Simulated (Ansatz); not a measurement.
## Run report: CH₄N₂, nudged elastic band (part 1 of 2)

- system: CH₄N₂
- method: RKS PBE-D4/def2-SVP (Ansatz 0.2.0)

The run did not end well. One setting was made poor on purpose. It belongs to a series of runs on one base structure; here: band between the two ends.

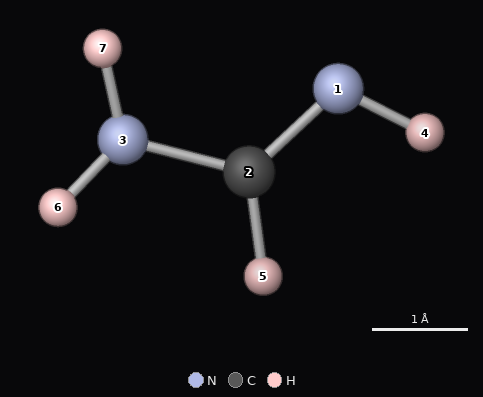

The structure as given in the input (ball-and-stick view, seen on its broad side; atoms are numbered from 1 in the order of the input).

**Input**
```yaml
crystal:
  periodic: [false, false, false]
  atoms:
    - { symbol: "N", position_ang: [-0.923972, -0.848, -0.601755] }
    - { symbol: C, position_ang: [-0.235124, 0.161773, -0.202258] }
    - { symbol: "N", position_ang: [0.96147, 0.022768, 0.45732] }
    - { symbol: H, position_ang: [-1.748802, -0.518844, -1.122436] }
    - { symbol: H, position_ang: [-0.500153, 1.234437, -0.371715] }
    - { symbol: H, position_ang: [1.310839, 0.798689, 1.01651] }
    - { symbol: H, position_ang: [1.196942, -0.918924, 0.778635] }
basis:
  gaussian: { orbitals: def2-SVP }
hamiltonian:
  xc: pbe
  dispersion: d4
neb:
  order_check: false
  images: 7
  f_tol: 0.05
  max_iterations: 60
  max_displacement: 0.5
  optimiser: fire
  final_atoms:
    - { symbol: "N", position_ang: [-0.8885548, -0.13485438, -0.6642443] }
    - { symbol: C, position_ang: [-0.48947091, 0.27900998, 0.54593106] }
    - { symbol: "N", position_ang: [0.83169683, 0.15942417, 0.73345857] }
    - { symbol: H, position_ang: [-1.8750417, -0.08778804, -0.91072626] }
    - { symbol: H, position_ang: [-0.26238333, -0.5151087, -1.40337356] }
    - { symbol: H, position_ang: [1.24068787, 0.4445503, 1.62096327] }
    - { symbol: H, position_ang: [1.50426603, -0.21333433, 0.03229222] }
  initial_path:
    images:
      - { positions_ang: [[-0.923972, -0.848, -0.601755], [-0.235124, 0.161773, -0.202258], [0.96147, 0.022768, 0.45732], [-1.748802, -0.518844, -1.122436], [-0.500153, 1.234437, -0.371715], [1.310839, 0.798689, 1.01651], [1.196942, -0.918924, 0.778635]] }
      - { positions_ang: [[-0.94115241, -0.76686957, -0.61213472], [-0.25268796, 0.24717618, -0.22540694], [0.93335883, 0.10087711, 0.42199836], [-1.76397652, -0.41725854, -1.12224285], [-0.34383411, 0.75090348, -0.26971042], [1.2711566, 0.86118127, 1.01441502], [1.15833558, -0.84411092, 0.74738256]] }
      - { positions_ang: [[-0.95833282, -0.68573914, -0.62251444], [-0.27025192, 0.33257936, -0.24855589], [0.90524765, 0.17898621, 0.38667671], [-1.77915103, -0.31567308, -1.1220497], [-0.18751522, 0.26736997, -0.16770584], [1.23147419, 0.92367353, 1.01232003], [1.11972916, -0.76929785, 0.71613012]] }
      - { positions_ang: [[-0.97551324, -0.6046087, -0.63289416], [-0.28781589, 0.41798254, -0.27170483], [0.87713648, 0.25709532, 0.35135507], [-1.79432555, -0.21408763, -1.12185655], [-0.03119633, -0.21616355, -0.06570126], [1.19179179, 0.9861658, 1.01022505], [1.08112273, -0.69448477, 0.68487768]] }
      - { positions_ang: [[-0.99269365, -0.52347827, -0.64327388], [-0.30537985, 0.50338572, -0.29485378], [0.8490253, 0.33520442, 0.31603342], [-1.80950006, -0.11250217, -1.1216634], [0.12512256, -0.69969707, 0.03630332], [1.15210939, 1.04865806, 1.00813007], [1.04251631, -0.6196717, 0.65362525]] }
      - { positions_ang: [[-0.96665893, -0.4263223, -0.64851648], [-0.35140261, 0.44729179, -0.08465757], [0.84469318, 0.29125936, 0.42038971], [-1.82588547, -0.10632364, -1.06892912], [0.02824608, -0.65354998, -0.3236159], [1.17425401, 0.89763112, 1.16133837], [1.15795374, -0.51808736, 0.49829199]] }
      - { positions_ang: [[-0.94062422, -0.32916633, -0.65375909], [-0.39742538, 0.39119785, 0.12553864], [0.84036107, 0.2473143, 0.524746], [-1.84227088, -0.1001451, -1.01619483], [-0.06863039, -0.60740288, -0.68353512], [1.19639863, 0.74660418, 1.31454667], [1.27339117, -0.41650301, 0.34295873]] }
      - { positions_ang: [[-0.91458951, -0.23201036, -0.65900169], [-0.44344814, 0.33510392, 0.33573485], [0.83602895, 0.20336923, 0.62910228], [-1.85865629, -0.09396657, -0.96346054], [-0.16550686, -0.56125579, -1.04345434], [1.21854325, 0.59557724, 1.46775497], [1.3888286, -0.31491867, 0.18762547]] }
      - { positions_ang: [[-0.8885548, -0.13485438, -0.6642443], [-0.48947091, 0.27900998, 0.54593106], [0.83169683, 0.15942417, 0.73345857], [-1.8750417, -0.08778804, -0.91072626], [-0.26238333, -0.5151087, -1.40337356], [1.24068787, 0.4445503, 1.62096327], [1.50426603, -0.21333433, 0.03229222]] }
```

Command:
```bash
ansatz run input.yaml --threads 1 --pin off --max-ram 2048MiB --backend cpu --events-out ev --progress --plain --runs-dir out
```

**What the program printed**
```
Engine: ansatz 0.2.0, aarch64-unknown-linux-gnu
Functional definition: PBE
  parameter kappa = 0.804
  parameter beta = 0.06672455060314922
  exchange = pbe_x(kappa = kappa, mu = beta*pi^2/3)
  correlation = pbe_c(beta = beta)
734 factors; their error is unknown
mean field evaluation 1: about -4065.3688 eV, gradient 6.3e1 eV
mean field evaluation 2: about -4043.3109 eV, gradient 1.1e2 eV
mean field evaluation 4: about -4073.7292 eV, gradient 1.0e1 eV
mean field evaluation 8: about -4073.9461 eV, gradient 1.4e-1 eV
mean field evaluation 16: about -4073.9013 eV, gradient 5.7e-5 eV
mean field -4073.90128339 eV, -149.7131107752 hartree, gradient 5.7e-5 eV, S^2 0.000000; 0 other end points of the search recorded, 0 dependent functions left out
the calculation of the forces begins
reference -4073.90131014 eV, -149.7131117583 hartree; 12, 12 occupied and 50, 50 virtual orbitals, 734 factors
734 factors; their error is unknown
mean field evaluation 32: about -4072.8613 eV, gradient 9.1e-5 eV
mean field -4072.86127571 eV, -149.6748911977 hartree, gradient 2.8e-5 eV, S^2 0.000000; 0 other end points of the search recorded, 0 dependent functions left out
[... from here on the field's lines of each further geometry are left out, up to the last ...]
NEB iter   1: max|band force component| = 2.359e3 eV/Å  barrier→ = 369.4990 eV  barrier← = 368.4573 eV  Δτ_max = 0.5000 Å  (237 SCF iters)
NEB iter   2: max|band force component| = 8.824e1 eV/Å  barrier→ = 21.2485 eV  barrier← = 20.2068 eV  Δτ_max = 0.5000 Å  (216 SCF iters)
NEB iter   3: max|band force component| = 1.205e2 eV/Å  barrier→ = 27.3692 eV  barrier← = 26.3275 eV  Δτ_max = 0.5000 Å  (227 SCF iters)
NEB iter   4: max|band force component| = 1.587e1 eV/Å  barrier→ = 7.9901 eV  barrier← = 6.9484 eV  Δτ_max = 0.0216 Å  (215 SCF iters)
NEB iter   5: max|band force component| = 1.311e1 eV/Å  barrier→ = 6.9706 eV  barrier← = 5.9289 eV  Δτ_max = 0.0389 Å  (213 SCF iters)
NEB iter   6: max|band force component| = 9.203e0 eV/Å  barrier→ = 6.2355 eV  barrier← = 5.1938 eV  Δτ_max = 0.0498 Å  (209 SCF iters)
NEB iter   7: max|band force component| = 7.818e0 eV/Å  barrier→ = 6.1671 eV  barrier← = 5.1254 eV  Δτ_max = 0.0544 Å  (208 SCF iters)
NEB iter   8: max|band force component| = 6.405e0 eV/Å  barrier→ = 6.0803 eV  barrier← = 5.0386 eV  Δτ_max = 0.0536 Å  (207 SCF iters)
NEB iter   9: max|band force component| = 5.565e0 eV/Å  barrier→ = 5.9777 eV  barrier← = 4.9360 eV  Δτ_max = 0.0523 Å  (208 SCF iters)
NEB iter  10: max|band force component| = 4.753e0 eV/Å  barrier→ = 5.8614 eV  barrier← = 4.8197 eV  Δτ_max = 0.0597 Å  (210 SCF iters)
NEB iter  11: max|band force component| = 8.545e0 eV/Å  barrier→ = 5.7191 eV  barrier← = 4.6775 eV  Δτ_max = 0.0110 Å  (211 SCF iters)
NEB iter  12: max|band force component| = 7.825e0 eV/Å  barrier→ = 5.7008 eV  barrier← = 4.6591 eV  Δτ_max = 0.0210 Å  (220 SCF iters)
NEB iter  13: max|band force component| = 6.505e0 eV/Å  barrier→ = 5.6642 eV  barrier← = 4.6225 eV  Δτ_max = 0.0290 Å  (215 SCF iters)
NEB iter  14: max|band force component| = 4.730e0 eV/Å  barrier→ = 5.6094 eV  barrier← = 4.5677 eV  Δτ_max = 0.0340 Å  (213 SCF iters)
NEB iter  15: max|band force component| = 3.939e0 eV/Å  barrier→ = 5.5363 eV  barrier← = 4.4946 eV  Δτ_max = 0.0351 Å  (214 SCF iters)
NEB iter  16: max|band force component| = 3.983e0 eV/Å  barrier→ = 5.4448 eV  barrier← = 4.4032 eV  Δτ_max = 0.0314 Å  (213 SCF iters)
NEB iter  17: max|band force component| = 3.598e0 eV/Å  barrier→ = 5.3359 eV  barrier← = 4.2943 eV  Δτ_max = 0.0333 Å  (213 SCF iters)
NEB iter  18: max|band force component| = 4.685e0 eV/Å  barrier→ = 5.1988 eV  barrier← = 4.1572 eV  Δτ_max = 0.0091 Å  (212 SCF iters)
NEB iter  19: max|band force component| = 3.419e0 eV/Å  barrier→ = 5.1810 eV  barrier← = 4.1393 eV  Δτ_max = 0.0163 Å  (218 SCF iters)
NEB iter  20: max|band force component| = 2.358e0 eV/Å  barrier→ = 5.1453 eV  barrier← = 4.1037 eV  Δτ_max = 0.0198 Å  (214 SCF iters)
NEB iter  21: max|band force component| = 2.304e0 eV/Å  barrier→ = 5.0915 eV  barrier← = 4.0499 eV  Δτ_max = 0.0183 Å  (213 SCF iters)
NEB iter  22: max|band force component| = 3.958e0 eV/Å  barrier→ = 5.0199 eV  barrier← = 3.9782 eV  Δτ_max = 0.0054 Å  (213 SCF iters)
NEB iter  23: max|band force component| = 3.133e0 eV/Å  barrier→ = 5.0034 eV  barrier← = 3.9617 eV  Δτ_max = 0.0096 Å  (208 SCF iters)
NEB iter  24: max|band force component| = 2.176e0 eV/Å  barrier→ = 4.9705 eV  barrier← = 3.9288 eV  Δτ_max = 0.0116 Å  (213 SCF iters)
NEB iter  25: max|band force component| = 2.123e0 eV/Å  barrier→ = 4.9211 eV  barrier← = 3.8795 eV  Δτ_max = 0.0121 Å  (213 SCF iters)
NEB iter  26: max|band force component| = 2.207e0 eV/Å  barrier→ = 4.8558 eV  barrier← = 3.8142 eV  Δτ_max = 0.0152 Å  (212 SCF iters)
NEB iter  27: max|band force component| = 2.229e0 eV/Å  barrier→ = 4.7756 eV  barrier← = 3.7339 eV  Δτ_max = 0.0183 Å  (211 SCF iters)
NEB iter  28: max|band force component| = 2.062e0 eV/Å  barrier→ = 4.6814 eV  barrier← = 3.6397 eV  Δτ_max = 0.0237 Å  (212 SCF iters)
NEB iter  29: max|band force component| = 1.720e0 eV/Å  barrier→ = 4.5617 eV  barrier← = 3.5201 eV  Δτ_max = 0.0294 Å  (209 SCF iters)
NEB iter  30: max|band force component| = 1.560e0 eV/Å  barrier→ = 4.4113 eV  barrier← = 3.3696 eV  Δτ_max = 0.0346 Å  (208 SCF iters)
NEB iter  31: max|band force component| = 2.275e0 eV/Å  barrier→ = 4.2259 eV  barrier← = 3.1843 eV  Δτ_max = 0.0404 Å  (207 SCF iters)
NEB iter  32: max|band force component| = 1.465e0 eV/Å  barrier→ = 4.0918 eV  barrier← = 3.0501 eV  Δτ_max = 0.0470 Å  (207 SCF iters)
NEB iter  33: max|band force component| = 1.452e0 eV/Å  barrier→ = 4.1577 eV  barrier← = 3.1161 eV  Δτ_max = 0.0542 Å  (203 SCF iters)
NEB iter  34: max|band force component| = 1.384e0 eV/Å  barrier→ = 4.2379 eV  barrier← = 3.1962 eV  Δτ_max = 0.0671 Å  (205 SCF iters)
NEB iter  35: max|band force component| = 1.216e0 eV/Å  barrier→ = 4.3151 eV  barrier← = 3.2734 eV  Δτ_max = 0.0811 Å  (205 SCF iters)
NEB iter  36: max|band force component| = 1.080e0 eV/Å  barrier→ = 4.3577 eV  barrier← = 3.3161 eV  Δτ_max = 0.0093 Å  (201 SCF iters)
NEB iter  37: max|band force component| = 9.340e-1 eV/Å  barrier→ = 4.3407 eV  barrier← = 3.2991 eV  Δτ_max = 0.0163 Å  (213 SCF iters)
NEB iter  38: max|band force component| = 1.108e0 eV/Å  barrier→ = 4.3071 eV  barrier← = 3.2654 eV  Δτ_max = 0.0080 Å  (213 SCF iters)
NEB iter  39: max|band force component| = 9.848e-1 eV/Å  barrier→ = 4.2909 eV  barrier← = 3.2493 eV  Δτ_max = 0.0163 Å  (215 SCF iters)
NEB iter  40: max|band force component| = 1.004e0 eV/Å  barrier→ = 4.2559 eV  barrier← = 3.2142 eV  Δτ_max = 0.0084 Å  (213 SCF iters)
NEB iter  41: max|band force component| = 1.015e0 eV/Å  barrier→ = 4.2367 eV  barrier← = 3.1951 eV  Δτ_max = 0.0170 Å  (213 SCF iters)
NEB iter  42: max|band force component| = 1.035e0 eV/Å  barrier→ = 4.1944 eV  barrier← = 3.1527 eV  Δτ_max = 0.0258 Å  (213 SCF iters)
NEB iter  43: max|band force component| = 1.048e0 eV/Å  barrier→ = 4.1206 eV  barrier← = 3.0790 eV  Δτ_max = 0.0352 Å  (212 SCF iters)
NEB iter  44: max|band force component| = 1.003e0 eV/Å  barrier→ = 4.0034 eV  barrier← = 2.9617 eV  Δτ_max = 0.0450 Å  (210 SCF iters)
NEB iter  45: max|band force component| = 1.160e0 eV/Å  barrier→ = 3.8324 eV  barrier← = 2.7907 eV  Δτ_max = 0.0536 Å  (207 SCF iters)
NEB iter  46: max|band force component| = 1.423e0 eV/Å  barrier→ = 3.6171 eV  barrier← = 2.5754 eV  Δτ_max = 0.0640 Å  (206 SCF iters)
NEB iter  47: max|band force component| = 1.712e0 eV/Å  barrier→ = 3.3759 eV  barrier← = 2.3343 eV  Δτ_max = 0.0724 Å  (205 SCF iters)
NEB iter  48: max|band force component| = 2.362e0 eV/Å  barrier→ = 3.1521 eV  barrier← = 2.1105 eV  Δτ_max = 0.0997 Å  (205 SCF iters)
NEB iter  49: max|band force component| = 1.479e0 eV/Å  barrier→ = 3.0150 eV  barrier← = 1.9733 eV  Δτ_max = 0.1286 Å  (203 SCF iters)
NEB iter  50: max|band force component| = 1.198e0 eV/Å  barrier→ = 2.9577 eV  barrier← = 1.9161 eV  Δτ_max = 0.0167 Å  (209 SCF iters)
NEB iter  51: max|band force component| = 9.347e-1 eV/Å  barrier→ = 2.9616 eV  barrier← = 1.9200 eV  Δτ_max = 0.0162 Å  (211 SCF iters)
NEB iter  52: max|band force component| = 9.800e-1 eV/Å  barrier→ = 2.9668 eV  barrier← = 1.9251 eV  Δτ_max = 0.0155 Å  (213 SCF iters)
NEB iter  53: max|band force component| = 1.024e0 eV/Å  barrier→ = 2.9715 eV  barrier← = 1.9298 eV  Δτ_max = 0.0038 Å  (211 SCF iters)
NEB iter  54: max|band force component| = 9.289e-1 eV/Å  barrier→ = 2.9661 eV  barrier← = 1.9244 eV  Δτ_max = 0.0076 Å  (197 SCF iters)
NEB iter  55: max|band force component| = 9.256e-1 eV/Å  barrier→ = 2.9669 eV  barrier← = 1.9253 eV  Δτ_max = 0.0037 Å  (203 SCF iters)
NEB iter  56: max|band force component| = 9.215e-1 eV/Å  barrier→ = 2.9674 eV  barrier← = 1.9258 eV  Δτ_max = 0.0074 Å  (190 SCF iters)
NEB iter  57: max|band force component| = 9.145e-1 eV/Å  barrier→ = 2.9693 eV  barrier← = 1.9277 eV  Δτ_max = 0.0111 Å  (204 SCF iters)
NEB iter  58: max|band force component| = 9.064e-1 eV/Å  barrier→ = 2.9726 eV  barrier← = 1.9310 eV  Δτ_max = 0.0146 Å  (203 SCF iters)
NEB iter  59: max|band force component| = 8.967e-1 eV/Å  barrier→ = 2.9763 eV  barrier← = 1.9347 eV  Δτ_max = 0.0180 Å  (212 SCF iters)
the calculation of the forces begins
reference -4072.19645758 eV, -149.6504595823 hartree; 12, 12 occupied and 50, 50 virtual orbitals, 734 factors
these checks for a lower state are left out or cut short: starts, cluster_reference, orbital_swaps, neighbouring_geometries, increment
734 factors; their error is unknown
mean field -4072.73832187 eV, -149.6703727274 hartree, gradient 2.3e-5 eV, S^2 0.000000; 0 other end points of the search recorded, 0 dependent functions left out
the calculation of the forces begins
reference -4072.73834587 eV, -149.6703736095 hartree; 12, 12 occupied and 50, 50 virtual orbitals, 734 factors
NEB iter  60: max|band force component| = 8.816e-1 eV/Å  barrier→ = 2.9806 eV  barrier← = 1.9390 eV  Δτ_max = 0.0212 Å  (209 SCF iters)
```
